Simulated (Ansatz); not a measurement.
# CH7FSi2 (SMILES F[SiH2]C[SiH3]) at BLYP/6-31G(d) (spherical functions)

Aim: the electronic atomisation energy of CH7FSi2 at BLYP/6-31G* (spherical functions), from 5 runs. 

The calculation is run with Ansatz 0.2.0.

58 further runs of the same task are left out: 1 that didn't finish, 57 set aside as unsound or not needed.

### 1 The system as given

CH7FSi2 has 11 atoms, charge 0, and is taken as a singlet. As SMILES, `F[SiH2]C[SiH3]`. The shape is that of a PBE0-D4/def2-TZVP optimisation. This is one conformer, not always the lowest.

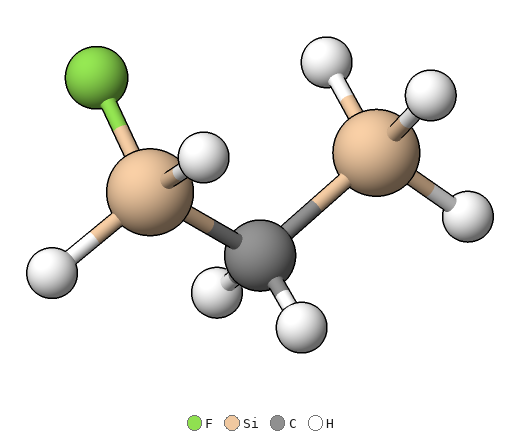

The structure, seen from a chosen angle (fluorine green, silicon light orange, carbon grey, hydrogen white).

### 2 A single-point energy at BLYP/6-31G(d) (spherical functions)

molecule.yaml

```yaml
crystal:
  periodic: [false, false, false]
  atoms:
    - {symbol: F, position_ang: [-1.629100, 1.667400, 0.202000]}
    - {symbol: Si, position_ang: [-0.069200, 1.498400, 0.534400]}
    - {symbol: C, position_ang: [0.349200, -0.305900, 0.605500]}
    - {symbol: Si, position_ang: [-0.157200, -1.306900, -0.899700]}
    - {symbol: H, position_ang: [0.694000, 2.172900, -0.545000]}
    - {symbol: H, position_ang: [0.175700, 2.177500, 1.831400]}
    - {symbol: H, position_ang: [1.437100, -0.385200, 0.722600]}
    - {symbol: H, position_ang: [-0.101300, -0.751100, 1.498900]}
    - {symbol: H, position_ang: [-1.636400, -1.388400, -0.995700]}
    - {symbol: H, position_ang: [0.369900, -0.665700, -2.134100]}
    - {symbol: H, position_ang: [0.392600, -2.686000, -0.812200]}
basis:
  gaussian:
    orbitals: 6-31G_st_-spherical.json
hamiltonian:
  xc: {name: BLYP}
accuracy: high
output: {orbitals: {seedname: orbitals}}
```

The basis set 6-31G* is read from a file made from the Basis Set Exchange's data (not shown).

Launch:

```
ansatz run molecule.yaml --threads 1 --pin off --max-ram 3480MiB --events-out events.jsonl --progress --plain --runs-dir runs
```

What it wrote:

```text
Warning: RAYON_NUM_THREADS=1 ignored (pool sized by the plan → 1); use --threads N
Functional definition: BLYP
  name "BLYP"
  parameter beta = 0.0042
  parameter a = 0.04918
  parameter b = 0.132
  parameter c = 0.2533
  parameter d = 0.349
  exchange = b88_x(beta = beta)
  correlation = lyp_c(a = a, b = b, c = c, d = d)
1847 factors; integrals over basis functions are off by at most 3.6e-9 eV
mean field evaluation 1: about -19613.9958 eV, gradient 6.0e1 eV
mean field evaluation 2: about -19601.0936 eV, gradient 9.1e1 eV
mean field evaluation 4: about -19621.8997 eV, gradient 5.5e0 eV
mean field evaluation 8: about -19621.9414 eV, gradient 2.2e-1 eV
mean field evaluation 16: about -19621.9415 eV, gradient 1.3e-5 eV
mean field -19621.94152194 eV, -721.0930507016 hartree, gradient 1.9e-8 eV, S^2 0.000000; 0 other end points of the search recorded, 0 dependent functions left out
reference -19621.94158412 eV, -721.0930529868 hartree; 25, 25 occupied and 53, 53 virtual orbitals, 1847 factors
Total energy: -19621.94158412 eV, -721.0930529868 hartree
```

It took 7.5 s on 1 thread of Arm Neoverse V1, shared host; peak memory 0.21 GiB.

### 3 The C atom, same level

job.yaml

```yaml
crystal:
  periodic: [false, false, false]
  atoms:
    - {symbol: C, position_ang: [0.000000, 0.000000, 0.000000]}
basis:
  gaussian:
    orbitals: 6-31G_st_-spherical.json
magnetization:
  spin_polarized: true
  initial_magnetization: 2
hamiltonian:
  xc: {name: BLYP}
accuracy: high
```

The basis set 6-31G* is read from a file made from the Basis Set Exchange's data (not shown).

Run the same way, it converges to -37.82999 Eh (log not shown).

### 4 The F atom

molecule.yaml

```yaml
crystal:
  periodic: [false, false, false]
  atoms:
    - {symbol: F, position_ang: [0.000000, 0.000000, 0.000000]}
basis:
  gaussian:
    orbitals: 6-31G_st_-spherical.json
magnetization:
  spin_polarized: true
  initial_magnetization: 1
hamiltonian:
  xc: {name: BLYP}
accuracy: high
```

The basis set 6-31G* is read from a file made from the Basis Set Exchange's data (not shown).

Run the same way, it converges to -99.70127 Eh (log not shown).

### 5 The H atom

run.yaml

```yaml
crystal:
  periodic: [false, false, false]
  atoms:
    - {symbol: H, position_ang: [0.000000, 0.000000, 0.000000]}
basis:
  gaussian:
    orbitals: "6-31G*"
hamiltonian:
  xc: {name: BLYP}
accuracy: high
magnetization:
  spin_polarized: true
  initial_magnetization: 1
```

Run the same way, it converges to -0.49545 Eh (log not shown).

### 6 The Si atom

run.yaml

```yaml
basis:
  gaussian:
    orbitals: 6-31G_st_-spherical.json
crystal:
  periodic: [false, false, false]
  atoms:
    - symbol: Si
      position_ang: [0.000000, 0.000000, 0.000000]
magnetization:
  spin_polarized: true
  initial_magnetization: 2
hamiltonian:
  xc: {name: BLYP}
accuracy: high
```

The basis set 6-31G* is read from a file made from the Basis Set Exchange's data (not shown).

Run the same way, it converges to -289.35327 Eh (log not shown).

### 7 What came out

At BLYP/6-31G* (spherical functions):

| quantity | value |
| --- | --- |
| molecule: total energy | -721.09305 Eh |
| molecule: HOMO energy | -7.26 eV |
| molecule: LUMO energy | -0.03 eV |
| molecule: HOMO–LUMO gap | 7.23 eV |
| C atom: total energy | -37.82999 Eh |
| C atom: ⟨S²⟩ | 2.002 |
| F atom: total energy | -99.70127 Eh |
| F atom: ⟨S²⟩ | 0.751 |
| H atom: total energy | -0.49545 Eh |
| H atom: ⟨S²⟩ | 0.750 |
| Si atom: total energy | -289.35327 Eh |
| Si atom: ⟨S²⟩ | 2.002 |
| electronic atomisation energy | 37.746 eV |

Taking the molecule apart into free atoms costs 37.75 eV (3642 kJ/mol), before zero-point energy and without spin-orbit coupling.
